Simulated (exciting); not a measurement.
Consider Al2O3 (Corundum), space group R-3c.

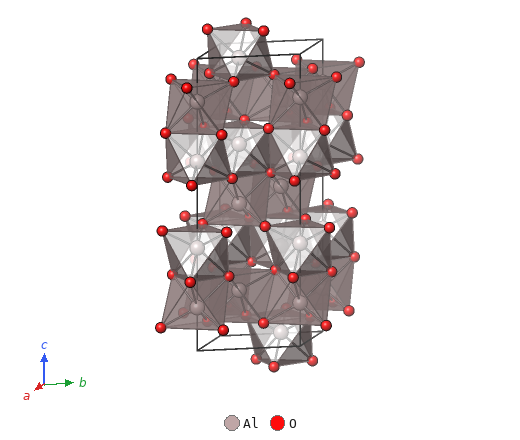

The structure (aluminium light grey, oxygen red). Some periodic images of atoms are drawn too.

```xyz
10
Lattice="2.3803 1.3742 4.3319 -2.3803 1.3742 4.3319 0.0000 -2.7485 4.3319" Properties=species:S:1:pos:R:3 pbc="T T T"
Al    0.0000    0.0000   11.0743
Al    0.0000    0.0000    8.4191
Al    0.0000    0.0000    1.9213
Al    0.0000    0.0000    4.5765
O    -1.6503   -0.1099    5.4148
O     0.7300    1.4841    5.4148
O     0.9203   -1.3742    5.4148
O     1.6503    0.1099    7.5808
O    -0.7300   -1.4841    7.5808
O    -0.9203    1.3742    7.5808
```

Absorber: atom 5, with 2 Al at 1.85 Å and 2 Al at 1.97 Å (4-fold, site symmetry 2). Method: exciting, all-electron LAPW+lo, PBE, exchange and screened direct term (singlet BSE), 3×3×3 shifted k points, 30 conduction bands, |G+q| up to 3 bohr⁻¹, full RPA screening with nempty = 58, Lorentzian half width 0.45 eV.

Q: What does the O K spectrum look like, and is there a bound core exciton?

Bound core exciton? Undecided on this mesh: the first bright state (over 5 % of the brightest) lies at -0.08 eV from the Kohn–Sham onset and at -0.53 eV from the lowest bare transition of its own mesh; weaker or dark states reach down to -0.76 eV. Maxima (height): 1.4 eV (1.00).

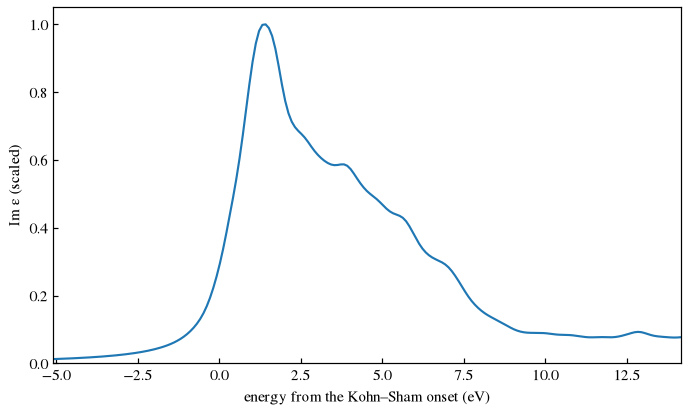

Energy from the Kohn–Sham onset, core level to the lowest empty state found on the meshes used; Im ε in relative units.

With 27 k points the binding energies are rough, and fine structure above the first lines is partly noise of the mesh. The kernel cutoff is low for a compact core orbital, so the effect of exchange is a lower bound. The zero comes from the unshifted 3×3×3 ground-state mesh; it is exact only where the band minimum lies on that mesh. The Kohn–Sham onset, 510 eV, is no photon energy: the scale needs a rigid shift. Bands and screening come from semilocal DFT, whose small gap overscreens. Vibrations and energy-dependent lifetimes are left out. The structure is a published determination, not relaxed.

[Banner, clock and machine lines of the logs are left out without a mark of their own.]

[Logs are printed without paths, hosts, clocks, repeated set-up lines and the standing remarks that a program may print on its own settings, such as how far it seeks lower states.]

[Hosts, paths, dates, database ids (printed as entryN), source tags and the programs' standing remarks are cut or masked in the printed files.]
